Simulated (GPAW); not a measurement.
The Cu K edge of atom 1 in KCuCl3 (Pm-3m), with 6 Cl at 2.40 Å (octahedral, site symmetry m-3m), was computed in 2 ways: excited-electron core hole (neutral cell) and no core hole. Program and functional: GPAW, LDA, Gaussian full width 1.55 eV up to 4 eV, rising linearly to 3.5 eV at 25 eV; cells of 5 and 10 atoms (the run without a hole in the smaller).

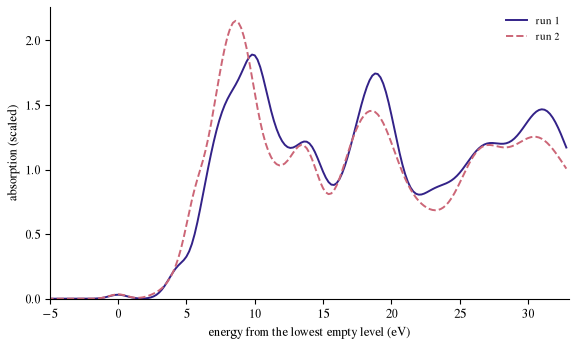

Each run is counted from its own lowest empty level or Fermi level and scaled to a mean of 1 over its first 20 eV.

Q: Which run is which?

Run 1: no core hole (area from −2 to 6 eV 0.9, main maxima 9.8 eV (1.89), 13.6 eV (1.22) and 18.8 eV (1.74)). Run 2: excited-electron core hole (neutral cell) (area from −2 to 6 eV 1.4, main maxima 8.6 eV (2.15), 13.4 eV (1.19) and 18.6 eV (1.45)). With each curve scaled to its own mean, the area from −2 to 6 eV with the hole is 1.4 against 0.9, and the centre of weight from −1 to 20 eV moves by -0.6 eV: the hole pulls the absorber's empty states down.

[Hosts, paths, dates, database ids (printed as entryN), source tags and the programs' standing remarks are cut or masked in the printed files.]

[Lists of maxima count a maximum above −3 eV only where it reaches 4 % of the highest in the window and stands out from its surroundings by 2 % of it (1.5 % where it reaches 55 %); shoulders and weaker maxima are passed over, and of the rest the first, up to two pre-edge ones and the few strongest are named.]
